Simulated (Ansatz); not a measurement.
AlBrClHO (SMILES [OH][Al]([Cl])[Br])

Input

```
crystal:
  periodic: [false, false, false]
  atoms:
    - {symbol: O, position_ang: [0.394020, 1.232904, 0.316205]}
    - {symbol: Al, position_ang: [0.041007, -0.390380, 0.081562]}
    - {symbol: Cl, position_ang: [0.895085, -1.778373, 1.359801]}
    - {symbol: Br, position_ang: [-1.316076, -1.065575, -1.564366]}
    - {symbol: H, position_ang: [0.035963, 1.927824, -0.234702]}
basis:
  gaussian: {orbitals: def2-TZVPP}
hamiltonian: {xc: pbe0, dispersion: d4}
output: {orbitals: {seedname: orbitals}}
```

Command:

```sh
ansatz run in.yaml --threads 2 --pin off --events-out ev --progress --plain --max-ram 32768MiB --backend cpu
```

Geometry: PBE0-D4/def2-TZVP.

Computed with Ansatz, RKS PBE0-D4/def2-TZVPP.

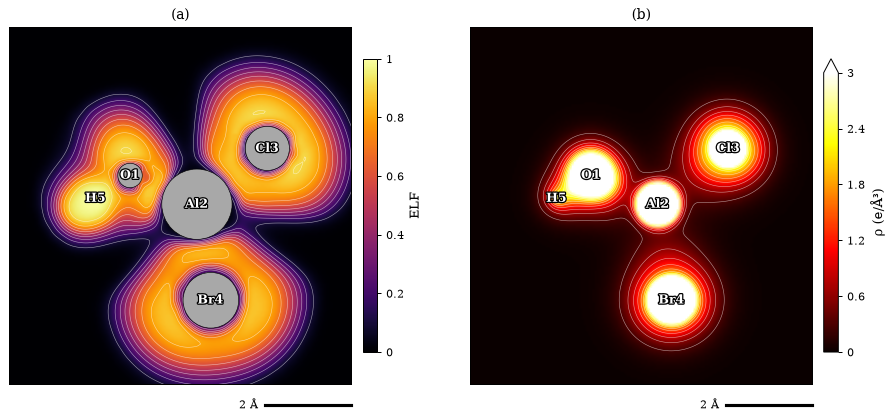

Figure 1. (a) electron localisation function; (b) electron density on the molecular plane. Grey discs cover the atomic cores in the ELF map.

**Read the bonding off the picture.**

The plane passes through O, Al, Cl, Br and H nuclei. Al–O (1.68 Å): the density is about 0.97 e/Å³ at the midpoint; the ELF peaks at about 0.85 in the valence shell of O, 0.6 Å from its nucleus, and is about 0.45 at the midpoint. Al–Cl (2.07 Å): ρ at the midpoint is about 0.78 e/Å³; the ELF peaks at about 0.85 in the valence shell of Cl, 0.9 Å from its nucleus, and is about 0.80 at the midpoint. Al–Br (2.24 Å): ρ at the midpoint is about 0.68 e/Å³; the ELF peaks at about 0.85 in the valence shell of Br, 1.1 Å from its nucleus, and is about 0.85 at the midpoint. O–H (0.96 Å): ρ at the midpoint is about 3.8 e/Å³; the ELF climbs to about 1 towards the hydrogen, as it does in any bond to H; a covalent bond by its length. The ELF also peaks beside Br4, Cl3 and O1, away from the bonds: lone-pair regions.

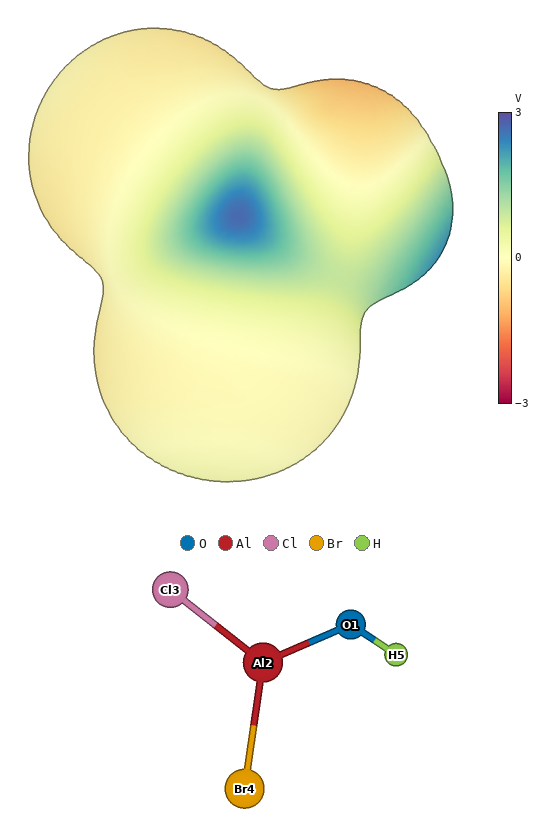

Figure 2. The electrostatic potential painted on the density surface at 0.001 e/bohr³, seen across its widest extent; the colour scale runs from red (negative) to blue (positive). The bare structure is drawn below in the same view.

**Which sites attract a positive test charge, and which a negative one?**

A positive charge is drawn to the negative regions and a negative charge to the positive ones. The most negative region (about −1.0 V) lies over O1, the most positive (about +2.6 V) over Al2.

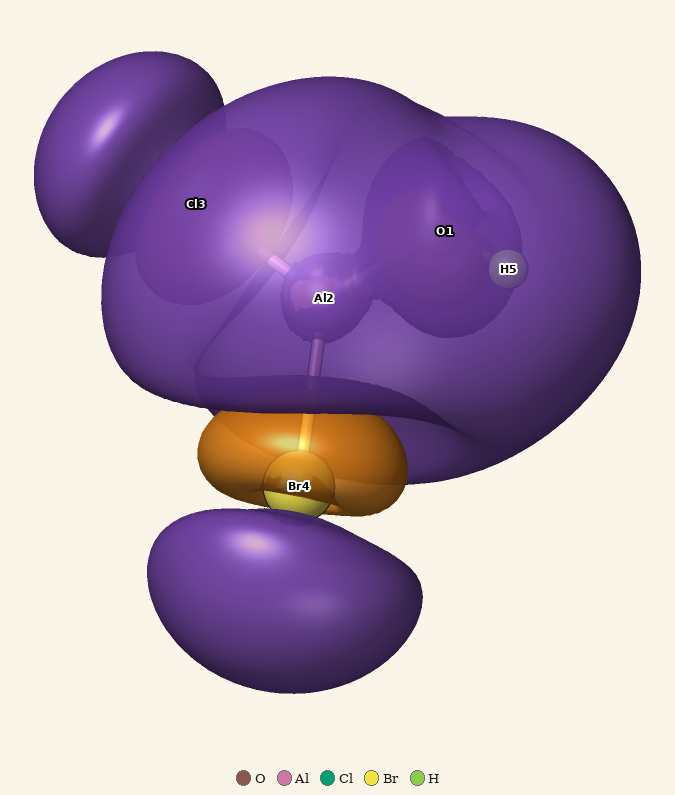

Figure 3. The LUMO at ±0.04 Å⁻³ᐟ² (orange and purple are the two phases), seen at a tilt.

**Where does this orbital lie, and at what energy?**

Its weight (Hirshfeld) is mainly on Al2 (about 55 %), Br4 (about 20 %), Cl3 (about 15 %) and O1 (about 10 %); it is symmetric in the molecular plane (an in-plane orbital: σ, lone-pair or in-plane π type). Its energy is −1.07 eV.
